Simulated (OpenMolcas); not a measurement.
# MgC: relativistic diatomic calculation (part 2 of 2)

The same run, continued: MgC. Method: SA-CASSCF(6,8)/XMS-CASPT2 + RASSI spin-orbit (X2C scalar, AMFI), ANO-RCC-VTZP (OpenMolcas).

### Output (extracts), continued
```
++ Dipole transition strengths (spin-free states):
     for osc. strength at least  1.00000000E-05
      From   To        Osc. strength     Einstein coefficients Ax, Ay, Az (sec-1)    Total A (sec-1)
         1   16       1.42359396E-01  3.53661231E+08  4.00200404E+02  0.00000000E+00  3.53661631E+08
         1   17       1.42359398E-01  4.00200505E+02  3.53661250E+08  0.00000000E+00  3.53661651E+08
         8   12       6.20167208E-04  4.28096137E+03  1.75618224E+03  0.00000000E+00  6.03714362E+03
         8   13       6.20171531E-04  1.75618672E+03  4.28099899E+03  0.00000000E+00  6.03718570E+03
         8   14       2.26038027E-04  2.07891572E+04  1.16008647E+04  0.00000000E+00  3.23900220E+04
         8   15       2.26035751E-04  1.16008692E+04  2.07888287E+04  0.00000000E+00  3.23896978E+04
         9   12       6.19159122E-04  1.74760301E+03  4.26007045E+03  0.00000000E+00  6.00767346E+03
         9   13       6.19155460E-04  4.26004059E+03  1.74759734E+03  0.00000000E+00  6.00763792E+03
         9   14       2.25939804E-04  1.15860886E+04  2.07623215E+04  0.00000000E+00  3.23484101E+04
         9   15       2.25941417E-04  2.07625195E+04  1.15861236E+04  0.00000000E+00  3.23486430E+04
         2    4       7.62606573E-04  0.00000000E+00  0.00000000E+00  2.32757976E+04  2.32757976E+04
         2    7       6.96923066E-02  0.00000000E+00  0.00000000E+00  2.05593336E+07  2.05593336E+07
         3    5       7.62606573E-04  0.00000000E+00  0.00000000E+00  2.32757976E+04  2.32757976E+04
         3    6       6.96923065E-02  0.00000000E+00  0.00000000E+00  2.05593336E+07  2.05593336E+07
        12   10       1.19063669E-04  5.91799786E-01  1.20578959E+02  0.00000000E+00  1.21170759E+02
        12   11       2.68233068E-04  7.72855279E+03  3.86435597E+01  0.00000000E+00  7.76719635E+03
        13   10       1.19062048E-04  1.20577393E+02  5.91715728E-01  0.00000000E+00  1.21169109E+02
        13   11       2.68233290E-04  3.86435235E+01  7.72855924E+03  0.00000000E+00  7.76720277E+03
        10   14       1.06827137E-03  8.43176407E-01  6.56897890E+04  0.00000000E+00  6.56906322E+04
        10   15       1.06826844E-03  6.56896148E+04  8.43155845E-01  0.00000000E+00  6.56904580E+04
         5    6       1.34047022E-04  0.00000000E+00  0.00000000E+00  1.81962959E+04  1.81962959E+04
         4    7       1.34047026E-04  0.00000000E+00  0.00000000E+00  1.81962966E+04  1.81962966E+04
 Electric-quadrupole - electric-quadrupole not included
 Electric-dipole - electric-octupole not included
 Electric-dipole - magnetic-quadrupole not included
   Eigenvalues of complex Hamiltonian:
  (Shifted by EMIN (a.u.) =       -237.9588793134)
 SO State       Relative EMIN(au)   Rel lowest level(eV)    D:o, cm**(-1)      Omega
     1            -0.0000000457        0.0000000000              0.0000         2.0
     2            -0.0000000457        0.0000000000              0.0000         2.0
     3            -0.0000000255        0.0000005509              0.0044         1.0
     4            -0.0000000255        0.0000005509              0.0044         1.0
     5            -0.0000000187        0.0000007345              0.0059         0.0
     6             0.0270025534        0.7347781538           5926.3855         2.0
     7             0.0270309597        0.7355511295           5932.6200         2.0
     8             0.0363894560        0.9902087872           7986.5725         0.0
     9             0.0363895152        0.9902103961           7986.5855         0.0
    10             0.0364500076        0.9918564789           7999.8620         1.0
    11             0.0364500076        0.9918564789           7999.8620         1.0
    12             0.0365112016        0.9935216525           8013.2925         2.0
    13             0.0365112017        0.9935216546           8013.2926         2.0
    14             0.0444092296        1.2084379429           9746.7093         1.0
    15             0.0444092296        1.2084379429           9746.7093         1.0
    16             0.0500369249        1.3615753332          10981.8457         0.0
    17             0.0672155628        1.8290298851          14752.1209         2.0
    18             0.0672155628        1.8290298862          14752.1209         2.0
    19             0.0672712824        1.8305460934          14764.3499         1.0
    20             0.0672712824        1.8305460934          14764.3499         1.0
    21             0.0673271773        1.8320670703          14776.6175         0.0
    22             0.0673272392        1.8320687552          14776.6310         0.0
    23             0.0744296211        2.0253344108          16335.4237         0.0
    24             0.0937847215        2.5520135246          20583.3772         1.0
    25             0.0937847235        2.5520135780          20583.3776         1.0
    26             0.1322310996        3.5981927692          29021.3819         0.0
    27             0.1322311054        3.5981929261          29021.3831         0.0
    28             0.1322704797        3.5992643552          29030.0248         1.0
    29             0.1322704797        3.5992643552          29030.0248         1.0
    30             0.1323098482        3.6003356263          29038.6652         2.0
    31             0.1323098482        3.6003356263          29038.6652         2.0
    32             0.2780190751        7.5652856806          61018.1441         3.0
    33             0.2780190751        7.5652856806          61018.1441         3.0
    34             0.2780417635        7.5659030636          61023.1236         2.0
    35             0.2780417635        7.5659030636          61023.1236         2.0
    36             0.2780644484        7.5665203494          61028.1023         1.0
    37             0.2780644541        7.5665205053          61028.1036         1.0
    38             0.2780871363        7.5671377191          61033.0818         0.0
    39             0.2780871402        7.5671378247          61033.0826         0.0
    40             0.2781098245        7.5677550972          61038.0612         1.0
    41             0.2781098245        7.5677550972          61038.0612         1.0
 Weights of the five most important spin-orbit-free states for each spin-orbit state.
 SO State  Total energy (au)           Spin-free states, spin, and weights
    1        -0.000000       1 2.0  1.0000    2 1.0  0.0000    3 1.0  0.0000    7 1.0  0.0000    6 1.0  0.0000
    2        -0.000000       1 2.0  1.0000    3 1.0  0.0000    2 1.0  0.0000    6 1.0  0.0000    7 1.0  0.0000
    3        -0.000000       1 2.0  1.0000    2 1.0  0.0000    7 1.0  0.0000   17 2.0  0.0000    4 1.0  0.0000
    4        -0.000000       1 2.0  1.0000    3 1.0  0.0000    6 1.0  0.0000   16 2.0  0.0000    5 1.0  0.0000
    5        -0.000000       1 2.0  1.0000    3 1.0  0.0000    2 1.0  0.0000    6 1.0  0.0000    7 1.0  0.0000
    6         0.027003       8 0.0  1.0000    2 1.0  0.0000    3 1.0  0.0000    5 1.0  0.0000    4 1.0  0.0000
    7         0.027031       9 0.0  1.0000    3 1.0  0.0000    2 1.0  0.0000    5 1.0  0.0000    4 1.0  0.0000
    8         0.036389       3 1.0  0.5000    2 1.0  0.5000   10 0.0  0.0000    4 1.0  0.0000    5 1.0  0.0000
    9         0.036390       3 1.0  0.5000    2 1.0  0.5000   11 0.0  0.0000    5 1.0  0.0000    4 1.0  0.0000
   10         0.036450       3 1.0  1.0000   12 0.0  0.0000    1 2.0  0.0000   14 0.0  0.0000   13 0.0  0.0000
   11         0.036450       2 1.0  1.0000   13 0.0  0.0000    1 2.0  0.0000   15 0.0  0.0000   12 0.0  0.0000
   12         0.036511       2 1.0  0.5000    3 1.0  0.5000    8 0.0  0.0000    1 2.0  0.0000    5 1.0  0.0000
   13         0.036511       2 1.0  0.5000    3 1.0  0.5000    9 0.0  0.0000    1 2.0  0.0000    5 1.0  0.0000
   14         0.044409      13 0.0  1.0000    2 1.0  0.0000    4 1.0  0.0000    3 1.0  0.0000    7 1.0  0.0000
   15         0.044409      12 0.0  1.0000    3 1.0  0.0000    5 1.0  0.0000    2 1.0  0.0000    6 1.0  0.0000
   16         0.050037      10 0.0  1.0000    3 1.0  0.0000    2 1.0  0.0000    5 1.0  0.0000    4 1.0  0.0000
   17         0.067216       5 1.0  0.5000    4 1.0  0.5000    8 0.0  0.0000    2 1.0  0.0000    3 1.0  0.0000
   18         0.067216       5 1.0  0.5000    4 1.0  0.5000    9 0.0  0.0000    2 1.0  0.0000    3 1.0  0.0000
   19         0.067271       4 1.0  1.0000   15 0.0  0.0000   13 0.0  0.0000    1 2.0  0.0000   12 0.0  0.0000
   20         0.067271       5 1.0  1.0000   14 0.0  0.0000   12 0.0  0.0000    1 2.0  0.0000   13 0.0  0.0000
   21         0.067327       4 1.0  0.5000    5 1.0  0.5000   11 0.0  0.0000    2 1.0  0.0000    3 1.0  0.0000
   22         0.067327       4 1.0  0.5000    5 1.0  0.5000   10 0.0  0.0000    3 1.0  0.0000    2 1.0  0.0000
   23         0.074430      11 0.0  1.0000    4 1.0  0.0000    5 1.0  0.0000    3 1.0  0.0000    2 1.0  0.0000
   24         0.093785      14 0.0  1.0000    5 1.0  0.0000    3 1.0  0.0000    6 1.0  0.0000    4 1.0  0.0000
   25         0.093785      15 0.0  1.0000    4 1.0  0.0000    2 1.0  0.0000    7 1.0  0.0000    5 1.0  0.0000
   26         0.132231       7 1.0  0.5000    6 1.0  0.5000   10 0.0  0.0000    4 1.0  0.0000    5 1.0  0.0000
   27         0.132231       6 1.0  0.5000    7 1.0  0.5000    1 2.0  0.0000   11 0.0  0.0000    5 1.0  0.0000
   28         0.132270       7 1.0  1.0000   15 0.0  0.0000    1 2.0  0.0000   13 0.0  0.0000   12 0.0  0.0000
   29         0.132270       6 1.0  1.0000   14 0.0  0.0000    1 2.0  0.0000   12 0.0  0.0000   13 0.0  0.0000
   30         0.132310       6 1.0  0.5000    7 1.0  0.5000    1 2.0  0.0000    5 1.0  0.0000    4 1.0  0.0000
   31         0.132310       7 1.0  0.5000    6 1.0  0.5000    1 2.0  0.0000    5 1.0  0.0000    4 1.0  0.0000
   32         0.278019      16 2.0  0.5000   17 2.0  0.5000    1 2.0  0.0000    2 1.0  0.0000    3 1.0  0.0000
   33         0.278019      16 2.0  0.5000   17 2.0  0.5000    1 2.0  0.0000    2 1.0  0.0000    3 1.0  0.0000
   34         0.278042      16 2.0  0.5001   17 2.0  0.4999    1 2.0  0.0000    5 1.0  0.0000    4 1.0  0.0000
   35         0.278042      16 2.0  0.5001   17 2.0  0.4999    1 2.0  0.0000    5 1.0  0.0000    4 1.0  0.0000
   36         0.278064      16 2.0  1.0000    1 2.0  0.0000   17 2.0  0.0000    5 1.0  0.0000    3 1.0  0.0000
   37         0.278064      17 2.0  1.0000    1 2.0  0.0000   16 2.0  0.0000    4 1.0  0.0000    2 1.0  0.0000
   38         0.278087      17 2.0  0.5001   16 2.0  0.4999    4 1.0  0.0000    5 1.0  0.0000    2 1.0  0.0000
   39         0.278087      17 2.0  0.5001   16 2.0  0.4999    1 2.0  0.0000    4 1.0  0.0000    5 1.0  0.0000
   40         0.278110      17 2.0  0.5000   16 2.0  0.5000    1 2.0  0.0000    7 1.0  0.0000    6 1.0  0.0000
   41         0.278110      17 2.0  0.5000   16 2.0  0.5000    1 2.0  0.0000    7 1.0  0.0000    6 1.0  0.0000
++ Dipole transition strengths (SO states):
        for osc. strength at least   1.00000000E-05
      From   To        Osc. strength     Einstein coefficients Ax, Ay, Az (sec-1)    Total A (sec-1)
         1   32       1.42336073E-01  1.76755369E+08  1.76733053E+08  0.00000000E+00  3.53488423E+08
         1   40       1.42382534E-01  1.76906176E+08  1.76928511E+08  0.00000000E+00  3.53834688E+08
         2   33       1.42336073E-01  1.76755369E+08  1.76733053E+08  0.00000000E+00  3.53488423E+08
         2   41       1.42382534E-01  1.76906176E+08  1.76928511E+08  0.00000000E+00  3.53834688E+08
         3   34       7.11738681E-02  8.84049197E+07  8.83825992E+07  0.00000000E+00  1.76787519E+08
         3   35       7.11738685E-02  8.84049200E+07  8.83825998E+07  0.00000000E+00  1.76787520E+08
         3   38       7.11764954E-02  1.76850167E+08  1.58357739E+03  0.00000000E+00  1.76851750E+08
         3   39       7.11944710E-02  1.58289333E+03  1.76894836E+08  0.00000000E+00  1.76896419E+08
         4   34       7.11738681E-02  8.84049197E+07  8.83825992E+07  0.00000000E+00  1.76787519E+08
         4   35       7.11738677E-02  8.84049191E+07  8.83825989E+07  0.00000000E+00  1.76787518E+08
         4   38       7.11944694E-02  1.58289323E+03  1.76894827E+08  0.00000000E+00  1.76896410E+08
         4   39       7.11764978E-02  1.76850178E+08  1.58357747E+03  0.00000000E+00  1.76851761E+08
         5   36       1.42359366E-01  3.53661210E+08  4.00200358E+02  0.00000000E+00  3.53661610
```

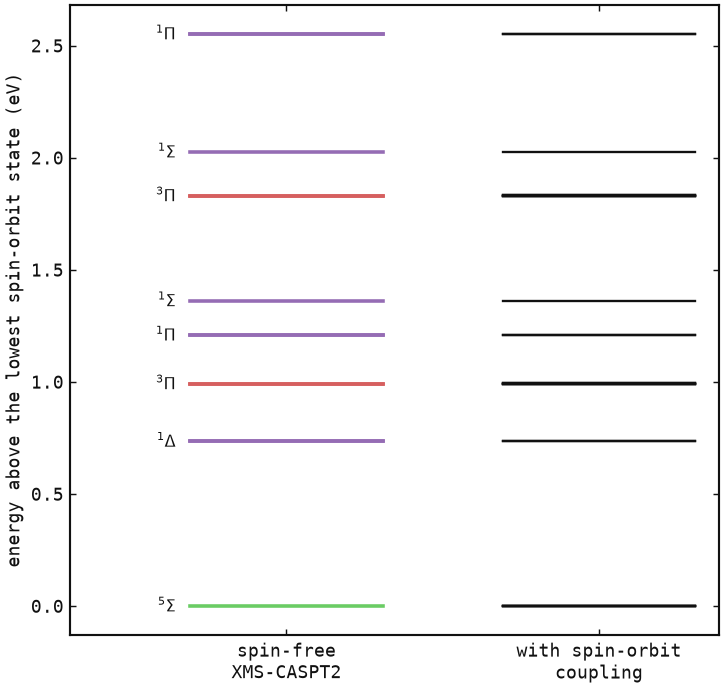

*States up to 3.5 eV at 2.048 Å, without spin-orbit coupling (left, a colour for each spin multiplicity) and with it (right, where close levels merge).*

The spin-free states run ⁵Σ (0.00 eV), ¹Δ (0.73 eV), ³Π (0.99 eV), ¹Π (1.21 eV), ¹Σ (1.36 eV), ³Π (1.83 eV) from the lowest. The lowest spin-orbit levels have |Ω| = 2 (0 cm⁻¹), 1 (0 cm⁻¹), 0 (0 cm⁻¹), 2 (5,926 cm⁻¹), 0 (7,987 cm⁻¹).

### Results in brief

- outcome: converged
- lowest spin-free state: ⁵Σ
- lowest spin-orbit level: Ω = 2, −237.95888 hartree
- next level: Ω = 1, 0 cm⁻¹
- hardware: 1 thread of Arm Neoverse V2, 24 GiB of memory available, shared host
- wall time: 29 s
